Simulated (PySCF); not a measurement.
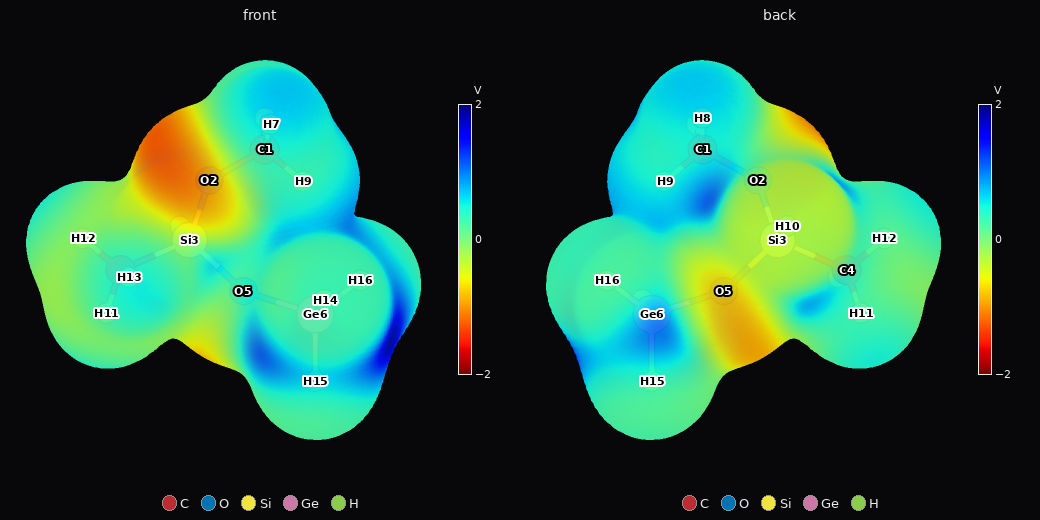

Figure. C2H10GeO2Si. The molecular electrostatic potential painted on the density surface at 0.002 e/bohr³, seen from the front and from behind; the colour scale runs from red (negative) to blue (positive).

Geometry: GFN2-xTB.

All numbers below come from CAM-B3LYP/def2-SVPD, SCF density, gas phase in PySCF.

Input file:

```
{"job": {"kind": "uv", "xc": "CAM-B3LYP", "basis": "def2-SVPD", "nstates": 8, "ntriplets": 3}, "charge": 0, "multiplicity": 1}
C     -1.850744     1.129400     0.675132
O     -1.452660    -0.191494     0.488102
Si    -0.222594    -0.726700    -0.428104
C      0.049504    -2.501411     0.148663
O      1.128147     0.167507    -0.234711
Ge     1.940487     1.471156     0.552313
H     -2.410455     1.191523     1.609649
H     -2.487039     1.459947    -0.149914
H     -0.979705     1.797032     0.733327
H     -0.497638    -0.575032    -1.858271
H      0.924018    -2.921246    -0.335216
H     -0.802403    -3.118181    -0.113614
H      0.193574    -2.571081     1.222781
H      1.600170     1.452161     2.016206
H      3.388932     1.200271     0.292618
H      1.470808     2.745091    -0.095405
```

Launched as:

```sh
OMP_NUM_THREADS=1 python probes_run.py task.json out
```

Q: Describe the electrostatic potential map.

A: The most negative region (about −1.3 V) lies over O2, the most positive (about +1.8 V) over Ge6. O2 is the likeliest acceptor of a hydrogen bond.

Q: What dipole moment does the calculation give?

A: Its dipole moment is 1.46 D.
